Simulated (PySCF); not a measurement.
## C2H5ClSi (charge +1): geometry relaxation (part 1 of 3)

C2H5ClSi, charge +1, multiplicity 2, computed with HF/6-31G*, UHF (PySCF 2.14.0).

The atoms were displaced at random from an optimised geometry. The geometry is that of the parent species in another charge or spin state. Figures and captions count atoms from 1; the log counts them from 0 in places.

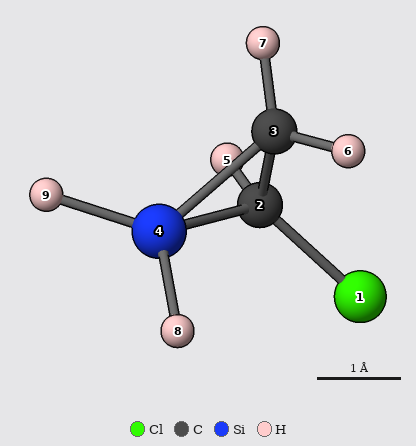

Fig. 1: The structure as given in the input (ball-and-stick view, seen at a tilt; atoms are numbered from 1 in the order of the input). Bond lengths as drawn: C–C 1.54 Å, C–Cl 1.72 Å, C–H 1.09 to 1.12 Å, C–Si 1.86 to 1.87 Å and H–Si 1.44 to 1.50 Å.

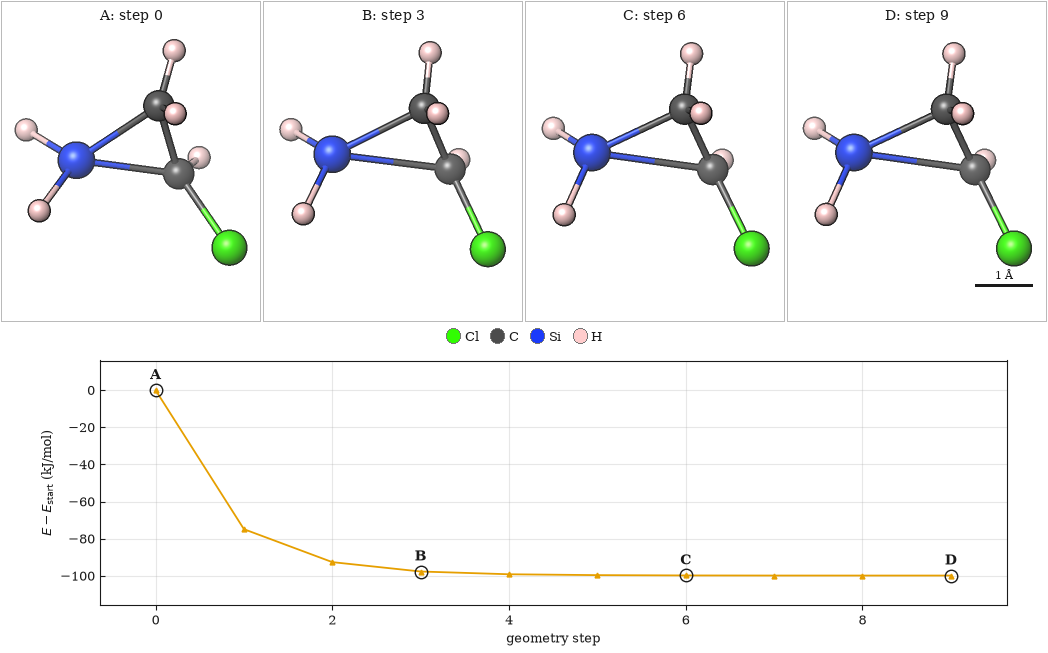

Fig. 2: Frames of the relaxation (ball-and-stick view, seen on its broad side) above the curves, on which the letters mark them (steps are counted from 0).

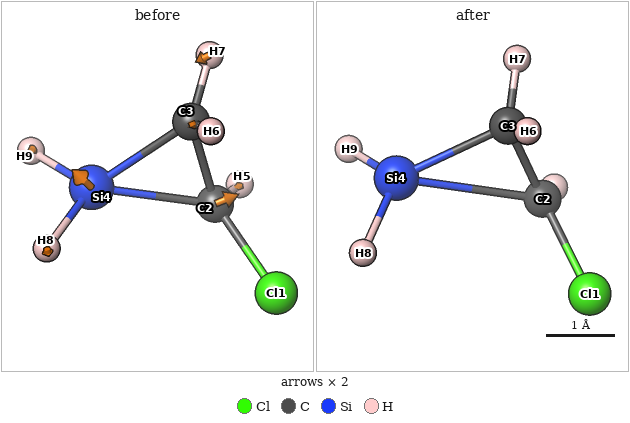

Fig. 3: Before (left) and after (right) the relaxation, at one scale (ball-and-stick view, seen on its broad side). The orange arrows give the displacements, magnified 2 times. The atom that moves furthest after the best rigid fit is Si4 (0.26 Å). Largest moves by element: Si 0.26 Å, C 0.20 Å, H 0.13 Å, Cl 0.03 Å. Among the contacts that change: C2–Si4 1.867 → 2.227 Å, C2–C3 1.545 → 1.476 Å, Si4–H8 1.503 → 1.452 Å, C2–H5 1.115 → 1.076 Å. Among the angles that change: C2–C3–Si4 65.8° → 82.6°, C2–Si4–H9 122.9° → 110.2°, Si4–C3–H7 123.7° → 113.6°. After 9 geometry steps the energy has fallen by 99.8 kJ/mol. Largest force component: 3.9 eV/Å at the start, 0.0064 eV/Å at the end. (Atoms are counted from 1 in the order of the input.)

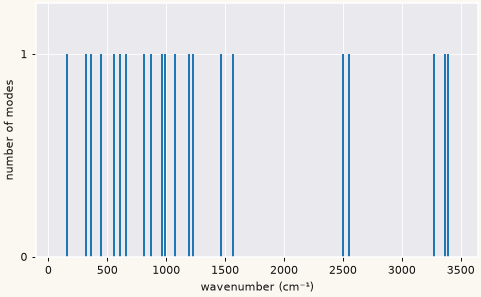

Fig. 4: Harmonic vibrational wavenumbers from the force constants; neighbouring modes closer than 15 cm⁻¹ are counted in one stick. 21 modes from 155 to 3388 cm⁻¹, none imaginary.

The input and output of the run follow.

### Input (input.py)
```python
from pyscf import gto, symm
from pyscf.hessian import thermo
from pyscf.geomopt.geometric_solver import kernel as optimise

system = gto.Mole()
system.atom = '''
Cl      -0.624902      -0.428061      -2.239290
C       -0.412723       0.343358      -0.719883
C        0.946804       0.300329       0.012208
Si      -0.430891      -0.558152       0.914816
H       -0.878757       1.356375      -0.718232
H        1.670335      -0.340492      -0.485631
H        1.364622       1.264264       0.317011
H       -0.438783      -2.060869       0.878353
H       -0.993828       0.007753       2.116907
'''
system.spin = 1
system.verbose = 3
system.charge = 1
system.basis = '6-31g*'
system.max_memory = 1860
system.build()

mf = system.UHF()
mf.conv_tol = 1e-10
mf = mf.newton()
converged, mol_eq = optimise(mf, maxsteps=80)
print('converged:', converged)
print(mol_eq.tostring())

mf.reset(mol_eq)
system = mol_eq
mf.kernel()
e_final = mf.e_tot
print(f'total energy: {e_final:.8f} hartree')
hess = mf.Hessian().kernel()
modes = thermo.harmonic_analysis(system, hess)
thermo.dump_normal_mode(system, modes)
symm.geom.TOLERANCE = 1e-3  # for the symmetry number
th = thermo.thermo(mf, modes['freq_au'], 298.15, 101325)
thermo.dump_thermo(system, th)
```

Command:
```bash
OMP_NUM_THREADS=1 python input.py
```

### The program's output
```
[file] SyntaxWarning: invalid escape sequence '\W'
  S = {(paw_set(r)[0], bool(re.search(r"spin_orbit\W+true|paw_fr", str((r.get("files") or {}).get("input") or "")) or re.search("(?i)spin.orbit\W+(value\W+)?(true|yes)|value\W+spin-orbit", json.dumps(r.get("inputs"), default=str)))) for r in records}

#|     Arguments passed to driver run_optimizer():      |#
customengine              <pyscf.geomopt.geometric_solver.PySCFEngine object>
maxiter                   80
----------------------------------------------------------
Custom engine selected.
Bonds will be generated from interatomic distances less than 1.20 times sum of covalent radii
27 internal coordinates being used (instead of 27 Cartesians)
Internal coordinate system (atoms numbered from 1):
Distance 1-2
Distance 2-3
Distance 2-4
Distance 2-5
Distance 3-4
Distance 3-6
Distance 3-7
Distance 4-8
Distance 4-9
Angle 1-2-3
Angle 1-2-4
Angle 1-2-5
Angle 3-2-4
Angle 3-2-5
Angle 4-2-5
Angle 2-3-4
Angle 2-3-6
Angle 2-3-7
Angle 4-3-7
Angle 6-3-7
Angle 2-4-3
Angle 2-4-9
Angle 3-4-9
Angle 8-4-9
Out-of-Plane 3-4-6-7
Out-of-Plane 4-2-8-9
Out-of-Plane 4-3-8-9
Dihedral 1-2-3-4
Dihedral 1-2-3-6
Dihedral 1-2-3-7
Dihedral 4-2-3-6
Dihedral 4-2-3-7
Dihedral 5-2-3-4
Dihedral 5-2-3-6
Dihedral 5-2-3-7
Dihedral 1-2-4-3
Dihedral 1-2-4-8
Dihedral 1-2-4-9
Dihedral 3-2-4-8
Dihedral 3-2-4-9
Dihedral 5-2-4-3
Dihedral 5-2-4-8
Dihedral 5-2-4-9
Dihedral 2-3-4-8
Dihedral 2-3-4-9
Dihedral 6-3-4-2
Dihedral 6-3-4-8
Dihedral 6-3-4-9
Dihedral 7-3-4-2
Dihedral 7-3-4-8
Dihedral 7-3-4-9
Translation-X 1-9
Translation-Y 1-9
Translation-Z 1-9
Rotation-A 1-9
Rotation-B 1-9
Rotation-C 1-9
<class 'geometric.internal.Distance'> : 9
<class 'geometric.internal.Angle'> : 15
<class 'geometric.internal.OutOfPlane'> : 3
<class 'geometric.internal.Dihedral'> : 24
<class 'geometric.internal.TranslationX'> : 1
<class 'geometric.internal.TranslationY'> : 1
<class 'geometric.internal.TranslationZ'> : 1
<class 'geometric.internal.RotationA'> : 1
<class 'geometric.internal.RotationB'> : 1
<class 'geometric.internal.RotationC'> : 1
> ===== Optimization Info: ====
> Job type: Energy minimization
> Maximum number of optimization cycles: 80
> Initial / maximum trust radius (Angstrom): 0.100 / 0.300
> Convergence Criteria:
> Will converge when all 5 criteria are reached:
>  |Delta-E| < 1.00e-06
>  RMS-Grad  < 3.00e-04
>  Max-Grad  < 4.50e-04
>  RMS-Disp  < 1.20e-03
>  Max-Disp  < 1.80e-03
> === End Optimization Info ===

Geometry optimization cycle 1
Cartesian coordinates (Angstrom)
 Atom        New coordinates             dX        dY        dZ
  Cl  -0.624902  -0.428061  -2.239290    0.000000  0.000000  0.000000
   C  -0.412723   0.343358  -0.719883    0.000000  0.000000  0.000000
   C   0.946804   0.300329   0.012208    0.000000  0.000000  0.000000
  Si  -0.430891  -0.558152   0.914816    0.000000  0.000000  0.000000
   H  -0.878757   1.356375  -0.718232    0.000000  0.000000  0.000000
   H   1.670335  -0.340492  -0.485631   -0.000000  0.000000  0.000000
   H   1.364622   1.264264   0.317011   -0.000000  0.000000  0.000000
   H  -0.438783  -2.060869   0.878353    0.000000  0.000000 -0.000000
   H  -0.993828   0.007753   2.116907    0.000000  0.000000  0.000000

WARN: Mole.unit (angstrom) is changed to Bohr

WARN: HOMO -0.2168441586002 >= LUMO -0.2168441586002

converged SCF energy = -826.669843996297  <S^2> = 0.76298498  2S+1 = 2.0129431
--------------- SecondOrderUHF_Scanner gradients ---------------
         x                y                z
0 Cl     0.0043021718     0.0036990575    -0.0164211415
1 C    -0.0463079822    -0.0748887642     0.0657492560
2 C     0.0210056357    -0.0010760414     0.0347393199
3 Si    -0.0154603470     0.0636023641    -0.0711208272
4 H     0.0031788202     0.0259167822    -0.0090307933
5 H     0.0061483671     0.0034918462    -0.0073325408
6 H     0.0142193865     0.0072345568    -0.0045169554
7 H     0.0036691454    -0.0198334617     0.0063887137
8 H     0.0092448025    -0.0081463395     0.0015449686
----------------------------------------------
cycle 1: E = -826.669843996  dE = -826.67  norm(grad) = 0.158471
Step    0 : Gradient = 5.282e-02/1.099e-01 (rms/max) Energy = -826.6698439963
Hessian Eigenvalues: 2.42148e-02 2.89513e-02 3.34466e-02 ... 3.38996e-01 3.42843e-01 3.50957e-01

Geometry optimization cycle 2
Cartesian coordinates (Angstrom)
 Atom        New coordinates             dX        dY        dZ
  Cl  -0.652904  -0.445023  -2.202830   -0.028002 -0.016962  0.036460
   C  -0.334497   0.409344  -0.770485    0.078226  0.065986 -0.050602
   C   0.946221   0.316099  -0.025861   -0.000583  0.015770 -0.038069
  Si  -0.363148  -0.587275   0.962265    0.067743 -0.029123  0.047449
   H  -0.901441   1.324334  -0.704192   -0.022684 -0.032041  0.014040
   H   1.649707  -0.383111  -0.451126   -0.020628 -0.042619  0.034505
   H   1.328303   1.261990   0.321084   -0.036319 -0.002274  0.004073
   H  -0.446442  -2.019353   0.829154   -0.007659  0.041516 -0.049199
   H  -1.023923   0.007500   2.118250   -0.030095 -0.000253  0.001343
converged SCF energy = -826.698357274418  <S^2> = 0.76370397  2S+1 = 2.0136573
--------------- SecondOrderUHF_Scanner gradients ---------------
         x                y                z
0 Cl    -0.0000551976     0.0044599618    -0.0021430015
1 C    -0.0129217904    -0.0234063664     0.0245446094
2 C     0.0163105012     0.0068388911     0.0148310090
3 Si    -0.0050201304     0.0111928061    -0.0373070514
4 H     0.0021264582     0.0011372137    -0.0043738877
5 H    -0.0032720672    -0.0022894652    -0.0003849768
6 H     0.0000541860     0.0008361940    -0.0052540932
7 H     0.0008564785     0.0050034199     0.0049029373
8 H     0.0019215617    -0.0037726550     0.0051844548
----------------------------------------------
cycle 2: E = -826.698357274  dE = -0.0285133  norm(grad) = 0.0598396
Step    1 : Displace = 6.363e-02/1.142e-01 (rms/max) Trust = 1.000e-01 (=) Grad = 1.995e-02/3.927e-02 (rms/max) E (change) = -826.6983572744 (-2.851e-02) Quality = 1.277
Hessian Eigenvalues: 2.36095e-02 2.94317e-02 3.12579e-02 ... 3.40379e-01 3.45595e-01 3.52359e-01

Geometry optimization cycle 3
Cartesian coordinates (Angstrom)
 Atom        New coordinates             dX        dY        dZ
  Cl  -0.653630  -0.482539  -2.180271   -0.000726 -0.037516  0.022559
   C  -0.306969   0.440129  -0.799586    0.027528  0.030785 -0.029101
   C   0.931131   0.310158  -0.049431   -0.015090 -0.005941 -0.023570
  Si  -0.332407  -0.592561   1.019591    0.030741 -0.005286  0.057326
   H  -0.914268   1.320942  -0.697439   -0.012827 -0.003392  0.006753
   H   1.656034  -0.363533  -0.480626    0.006327  0.019578 -0.029500
   H   1.311048   1.228435   0.366063   -0.017255 -0.033555  0.044979
   H  -0.452606  -2.024472   0.779172   -0.006164 -0.005119 -0.049983
   H  -1.036457   0.047945   2.118786   -0.012534  0.040445  0.000537
converged SCF energy = -826.70511419875  <S^2> = 0.76797381  2S+1 = 2.0178938
--------------- SecondOrderUHF_Scanner gradients ---------------
         x                y                z
0 Cl    -0.0005783896     0.0011955604     0.0003320680
1 C     0.0056076992    -0.0084791070     0.0126649629
2 C     0.0009999209     0.0043284362    -0.0002280254
3 Si    -0.0052666333     0.0126633857    -0.0110692990
4 H     0.0007459258    -0.0021409618    -0.0004182808
5 H    -0.0022213826    -0.0016784331    -0.0013645612
6 H    -0.0015887637    -0.0013314963    -0.0013062644
7 H     0.0017420156    -0.0021901707    -0.0007975235
8 H     0.0005596077    -0.0023672133     0.0021869234
----------------------------------------------
cycle 3: E = -826.705114199  dE = -0.00675692  norm(grad) = 0.0252216
Step    2 : Displace = 4.578e-02/6.514e-02 (rms/max) Trust = 1.414e-01 (+) Grad = 8.407e-03/1.762e-02 (rms/max) E (change) = -826.7051141987 (-6.757e-03) Quality = 1.230
Hessian Eigenvalues: 1.99592e-02 2.80469e-02 3.02294e-02 ... 3.40374e-01 3.46130e-01 3.52248e-01

Geometry optimization cycle 4
Cartesian coordinates (Angstrom)
 Atom        New coordinates             dX        dY        dZ
  Cl  -0.652403  -0.477272  -2.197700    0.001226  0.005267 -0.017430
   C  -0.309104   0.460164  -0.825352   -0.002135  0.020034 -0.025766
   C   0.923779   0.308352  -0.062680   -0.007351 -0.001807 -0.013248
  Si  -0.294293  -0.630614   1.037544    0.038114 -0.038053  0.017953
   H  -0.929355   1.331555  -0.695601   -0.015087  0.010613  0.001838
   H   1.676154  -0.336451  -0.490427    0.020119  0.027082 -0.009801
   H   1.295375   1.212940   0.397642   -0.015673 -0.015495  0.031579
   H  -0.492228  -2.052434   0.826907   -0.039623 -0.027961  0.047735
   H  -1.016047   0.068264   2.085925    0.020409  0.020320 -0.032861
converged SCF energy = -826.707038064289  <S^2> = 0.77233121  2S+1 = 2.0222079
--------------- SecondOrderUHF_Scanner gradients ---------------
         x                y                z
0 Cl    -0.0005478868    -0.0009578124    -0.0000350798
1 C     0.0042002267    -0.0027724983     0.0050776670
2 C     0.0000379747     0.0046038431    -0.0059432903
3 Si    -0.0033127365     0.0018110487    -0.0048956561
4 H    -0.0005502684     0.0003000377     0.0013175089
5 H    -0.0005889007    -0.0016399987     0.0015445105
6 H    -0.0001143396    -0.0002809185     0.0012716161
7 H     0.0002790880     0.0003795403     0.0012861796
8 H     0.0005968425    -0.0014432418     0.0003765440
```
